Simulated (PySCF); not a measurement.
# CeCl3(NH3): forces at shaken geometries

How stiff is CeCl3(NH3)? Its atoms are displaced at random by several amounts. The species was built from a template and needn't be a known compound.

Method: PBE0, Ce lcecp-1-SVP with ECP47, Cl def2-SVP, N def2-SVP, H def2-SVP; scalar-relativistic core potentials, no spin–orbit coupling; program: PySCF 2.14.0.

5 further runs of the same task are left out: 2 for a known fault of the program, 3 that didn't finish.

**1. The system as given**

8 atoms, charge 0, spin multiplicity 1.

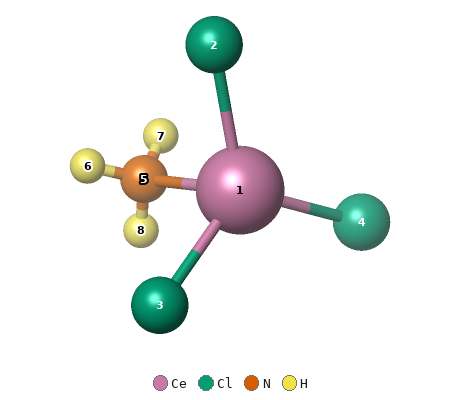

The geometry (cerium pink, chlorine teal, nitrogen orange, hydrogen yellow); atoms are numbered from 1 in the order of the file.

As a file:

```xyz
8
charge 0, multiplicity 1
Ce    0.0554   -0.0554    0.0554
Cl    1.1983    1.9931    1.1983
Cl   -1.9931   -1.1983    1.1983
Cl    1.1983   -1.1983   -1.9931
N    -1.4495    1.4495   -1.4495
H    -2.0602    2.0602   -0.9023
H    -0.9023    2.0602   -2.0602
H    -2.0602    0.9023   -2.0602
```

Formal oxidation states: Ce +3. Each metal's 1 4f electrons lie in its core potential, so multiplicities, spins and levels count the valence alone. An earlier session relaxed this geometry at PBE0, Ce lcecp-1-SVP with ECP47, Cl def2-SVP, N def2-SVP, H def2-SVP (singlet, point group C3v).

Its energy there is -1468.714410 Eh.

**2. Atoms moved at random, σ = 0.1 Å**

Contents of run.py (the lines that set the calculation):

```python
mol = gto.M(atom='''
Ce     0.13359    -0.13303    -0.01948
Cl     1.12695     2.12906     1.20495
Cl    -2.00656    -1.20267     1.26170
Cl     1.12618    -1.28994    -1.96084
N     -1.41554     1.47062    -1.50067
H     -1.99235     2.13427    -0.86298
H     -0.96482     2.00791    -2.13361
H     -2.02088     0.89721    -2.00251''',
    basis={'Ce': 'lcecp-1-SVP', 'Cl': 'def2-SVP', 'N': 'def2-SVP', 'H': 'def2-SVP'},
    ecp={'Ce': 'lcecp-1-SVP'},
    charge=0, spin=0)
mf = dft.RKS(mol, xc='PBE0')
mf.grids.atom_grid = (50, 194)  # f atoms: unpruned, at least (60, 302)
mf = mf.density_fit()  # fitting sets: Ce AutoAux, Cl def2-universal-JKFIT, N def2-universal-JKFIT, H def2-universal-JKFIT
mf.conv_tol = 1e-08; mf.max_cycle = 55
mf.kernel(dm0)  # dm0: the density of the relaxed state
```

Launch:

```sh
$ OMP_NUM_THREADS=2 python run.py
```

The program printed:

```text
init E= -1468.69436383295
  HOMO = -0.313925606155219  LUMO = -0.0613800341303209  gap/eV = 6.87212
cycle= 1 E= -1468.68826241425  delta_E= 0.0061  |g|= 0.0984  |ddm|= 0.414
  HOMO = -0.27413372414946  LUMO = -0.0547852791705844  gap/eV = 5.96878
cycle= 2 E= -1468.68811514631  delta_E= 0.000147  |g|= 0.11  |ddm|= 0.313
  HOMO = -0.291545373763641  LUMO = -0.0539312874228449  gap/eV = 6.46581
cycle= 3 E= -1468.69186602909  delta_E= -0.00375  |g|= 0.00931  |ddm|= 0.154
  HOMO = -0.291518698928516  LUMO = -0.0546903482233258  gap/eV = 6.44443
cycle= 4 E= -1468.69188486978  delta_E= -1.88e-05  |g|= 0.00366  |ddm|= 0.0149
  HOMO = -0.291971189016675  LUMO = -0.0543493041521003  gap/eV = 6.46602
cycle= 5 E= -1468.69188899147  delta_E= -4.12e-06  |g|= 0.00125  |ddm|= 0.0066
  HOMO = -0.291988614423857  LUMO = -0.0544271943099476  gap/eV = 6.46438
cycle= 6 E= -1468.69188948881  delta_E= -4.97e-07  |g|= 0.000238  |ddm|= 0.00198
  HOMO = -0.291973995540947  LUMO = -0.0544225291007219  gap/eV = 6.46410
cycle= 7 E= -1468.69188950674  delta_E= -1.79e-08  |g|= 5.22e-05  |ddm|= 0.000334
  HOMO = -0.291970878001866  LUMO = -0.0544246317440235  gap/eV = 6.46396
cycle= 8 E= -1468.69188950754  delta_E= -7.99e-10  |g|= 1.32e-05  |ddm|= 7.56e-05
  HOMO = -0.291968454031151  LUMO = -0.0544238551992337  gap/eV = 6.46392
Extra cycle  E= -1468.69188950753  delta_E= 1.23e-11  |g|= 1.62e-05  |ddm|= 3.1e-05
converged SCF energy = -1468.69188950753
```

It took 10 s on 2 threads of AMD EPYC 7R43 (Zen 3), shared host.

Result: E = -1468.691890 Eh (+0.613 eV from the relaxed state), HOMO -7.94 eV, LUMO -1.48 eV, Mulliken charge on Ce1 +0.91 e, largest force component 5.492 eV/Å. 

```
atom      Fx      Fy  Fz (eV/Å)
 Ce1  -1.341   1.796      2.409
 Cl2  -0.310  -0.978     -0.585
 Cl3   0.758   0.307     -0.531
 Cl4   0.761  -0.839     -1.427
  N5  -1.398   0.005      5.492
  H6   1.178  -1.533     -1.455
  H7   2.178   2.576     -2.767
  H8  -1.824  -1.334     -1.136
```

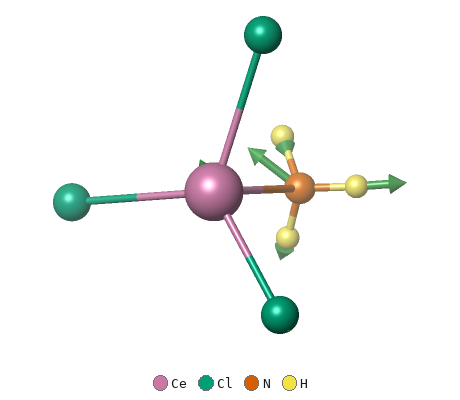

Forces as arrows, the longest for the largest force.

**3. Atoms moved at random, σ = 0.03 Å**

Contents of run.py (the lines that set the calculation):

```python
mol = gto.M(atom='''
Ce     0.04895     0.00431     0.00979
Cl     1.20910     1.97619     1.22283
Cl    -2.04201    -1.20904     1.17791
Cl     1.14569    -1.20835    -2.00146
N     -1.43898     1.41912    -1.44938
H     -2.02802     2.03356    -0.93255
H     -0.89167     2.06963    -2.01213
H     -2.01650     0.92801    -2.02845''',
    basis={'Ce': 'lcecp-1-SVP', 'Cl': 'def2-SVP', 'N': 'def2-SVP', 'H': 'def2-SVP'},
    ecp={'Ce': 'lcecp-1-SVP'},
    charge=0, spin=0)
mf = dft.RKS(mol, xc='PBE0')
mf.grids.atom_grid = (50, 194)  # f atoms: unpruned, at least (60, 302)
mf = mf.density_fit()  # fitting sets: Ce AutoAux, Cl def2-universal-JKFIT, N def2-universal-JKFIT, H def2-universal-JKFIT
mf.conv_tol = 1e-08; mf.max_cycle = 55
mf.kernel(dm0)  # dm0: the density of the relaxed state
```

Launch:

```sh
$ OMP_NUM_THREADS=2 python run.py
```

The program printed:

```text
init E= -1468.74637212647
  HOMO = -0.30271193823818  LUMO = -0.038400684522185  gap/eV = 7.19228
cycle= 1 E= -1468.70566939596  delta_E= 0.0407  |g|= 0.0495  |ddm|= 0.204
  HOMO = -0.291653024518402  LUMO = -0.0447337937994447  gap/eV = 6.71901
cycle= 2 E= -1468.70560949639  delta_E= 5.99e-05  |g|= 0.0595  |ddm|= 0.13
  HOMO = -0.298688926275998  LUMO = -0.0434317899689721  gap/eV = 6.94590
cycle= 3 E= -1468.70647940578  delta_E= -0.00087  |g|= 0.00493  |ddm|= 0.0598
  HOMO = -0.299356349559757  LUMO = -0.0436758708927363  gap/eV = 6.95742
cycle= 4 E= -1468.70648450876  delta_E= -5.1e-06  |g|= 0.0017  |ddm|= 0.00625
  HOMO = -0.299270468133096  LUMO = -0.043521995538322  gap/eV = 6.95927
cycle= 5 E= -1468.70648521404  delta_E= -7.05e-07  |g|= 0.000607  |ddm|= 0.00267
  HOMO = -0.299329795941276  LUMO = -0.0435325773501085  gap/eV = 6.96060
cycle= 6 E= -1468.70648533027  delta_E= -1.16e-07  |g|= 0.000112  |ddm|= 0.000942
  HOMO = -0.299341211361872  LUMO = -0.0435304113401143  gap/eV = 6.96097
cycle= 7 E= -1468.70648533362  delta_E= -3.35e-09  |g|= 3.85e-05  |ddm|= 0.000182
  HOMO = -0.299328255194025  LUMO = -0.0435345950170742  gap/eV = 6.96050
Extra cycle  E= -1468.70648533339  delta_E= 2.31e-10  |g|= 4.8e-05  |ddm|= 0.000126
converged SCF energy = -1468.70648533339
```

It took 11 s on 2 threads of AMD EPYC 7R43 (Zen 3), shared host.

Result: E = -1468.706485 Eh (+0.216 eV from the relaxed state), HOMO -8.15 eV, LUMO -1.18 eV, Mulliken charge on Ce1 +0.90 e, largest force component 2.537 eV/Å. 

```
atom      Fx      Fy  Fz (eV/Å)
 Ce1  -0.438  -0.866      0.715
 Cl2   0.105   0.191      0.050
 Cl3   0.530   0.335     -0.298
 Cl4   0.106  -0.026     -0.140
  N5   2.537   1.850      1.504
  H6  -0.873   0.631      0.923
  H7   0.170  -0.137     -0.353
  H8  -2.137  -1.978     -2.399
```

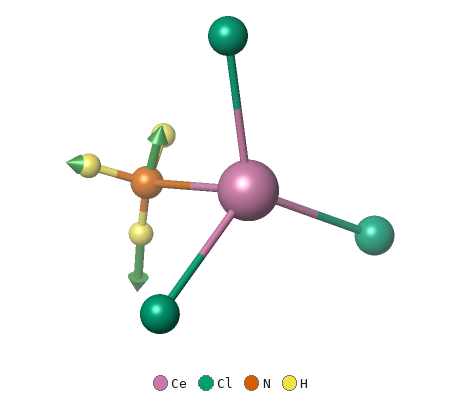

Forces as arrows, the longest for the largest force.

**4. Atoms moved at random, σ = 0.03 Å**

Contents of run.py (the lines that set the calculation):

```python
mol = gto.M(atom='''
Ce     0.07336    -0.02356     0.04442
Cl     1.20956     1.99314     1.21512
Cl    -1.98637    -1.18925     1.18703
Cl     1.16727    -1.14987    -2.01334
N     -1.42403     1.43657    -1.45735
H     -2.06894     2.02834    -0.86856
H     -0.90006     2.04439    -2.04555
H     -2.08423     0.87367    -2.07522''',
    basis={'Ce': 'lcecp-1-SVP', 'Cl': 'def2-SVP', 'N': 'def2-SVP', 'H': 'def2-SVP'},
    ecp={'Ce': 'lcecp-1-SVP'},
    charge=0, spin=0)
mf = dft.RKS(mol, xc='PBE0')
mf.grids.atom_grid = (50, 194)  # f atoms: unpruned, at least (60, 302)
mf = mf.density_fit()  # fitting sets: Ce AutoAux, Cl def2-universal-JKFIT, N def2-universal-JKFIT, H def2-universal-JKFIT
mf.conv_tol = 1e-08; mf.max_cycle = 55
mf.kernel(dm0)  # dm0: the density of the relaxed state
```

Launch:

```sh
$ OMP_NUM_THREADS=2 python run.py
```

The program printed:

```text
init E= -1468.69502888425
  HOMO = -0.31055409243241  LUMO = -0.0511580276373815  gap/eV = 7.05853
cycle= 1 E= -1468.71073391554  delta_E= -0.0157  |g|= 0.0342  |ddm|= 0.104
  HOMO = -0.302664502466014  LUMO = -0.0443933233280209  gap/eV = 7.02792
cycle= 2 E= -1468.71069230008  delta_E= 4.16e-05  |g|= 0.0395  |ddm|= 0.0774
  HOMO = -0.304850645786698  LUMO = -0.0456536981257918  gap/eV = 7.05311
cycle= 3 E= -1468.71106584505  delta_E= -0.000374  |g|= 0.00468  |ddm|= 0.039
  HOMO = -0.305153195390428  LUMO = -0.0456072006597359  gap/eV = 7.06261
cycle= 4 E= -1468.71107050299  delta_E= -4.66e-06  |g|= 0.00106  |ddm|= 0.00463
  HOMO = -0.305009728678284  LUMO = -0.0456634685525682  gap/eV = 7.05717
cycle= 5 E= -1468.71107076417  delta_E= -2.61e-07  |g|= 0.000343  |ddm|= 0.00154
  HOMO = -0.305075803220056  LUMO = -0.0456683722661744  gap/eV = 7.05884
cycle= 6 E= -1468.71107080018  delta_E= -3.6e-08  |g|= 6.56e-05  |ddm|= 0.000539
  HOMO = -0.305069243186045  LUMO = -0.0456687329617977  gap/eV = 7.05865
cycle= 7 E= -1468.71107080143  delta_E= -1.25e-09  |g|= 1.34e-05  |ddm|= 9.27e-05
  HOMO = -0.305069506640853  LUMO = -0.0456674550826274  gap/eV = 7.05869
Extra cycle  E= -1468.71107080143  delta_E= -2.73e-12  |g|= 1.36e-05  |ddm|= 3.31e-05
converged SCF energy = -1468.71107080143
```

Run time: 9.8 s. Hardware: 2 threads of AMD EPYC 7R43 (Zen 3), shared host.

Read off: E = -1468.711071 Eh (+0.091 eV from the relaxed state), HOMO -8.30 eV, LUMO -1.24 eV, Mulliken charge on Ce1 +0.89 e, largest force component 2.666 eV/Å. 

```
atom      Fx      Fy  Fz (eV/Å)
 Ce1  -0.241  -0.271      0.251
 Cl2   0.085   0.151      0.062
 Cl3   0.126   0.082     -0.072
 Cl4   0.125  -0.095     -0.181
  N5  -2.666  -0.994      0.668
  H6   0.867  -0.564     -0.743
  H7   0.559   0.848     -0.824
  H8   1.144   0.843      0.839
```

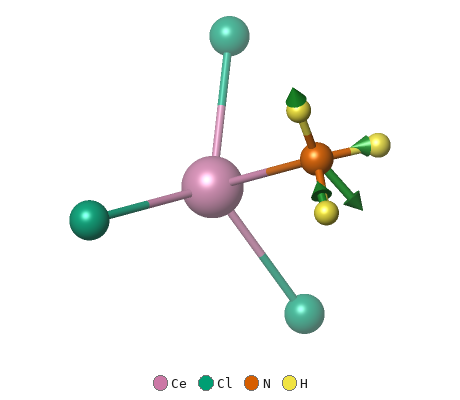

Forces as arrows, the longest for the largest force.

**5. Results**

| σ (Å) | energy rise (eV) | harmonic estimate −½ F·u (eV) | largest force component (eV/Å) |
| --- | --- | --- | --- |
| 0.1 | 0.613 | 0.613 | 5.49 |
| 0.03 | 0.216 | 0.224 | 2.54 |
| 0.03 | 0.091 | 0.090 | 2.67 |

Every displacement raises the energy. For a harmonic well the rise equals −½ F·u; the two differ by at most 4 % here (a move with σ = 0.03 Å), from anharmonicity, the grid and the small forces left at the relaxed point. These are double-zeta-type bases without diffuse functions. Spin–orbit coupling is left out.
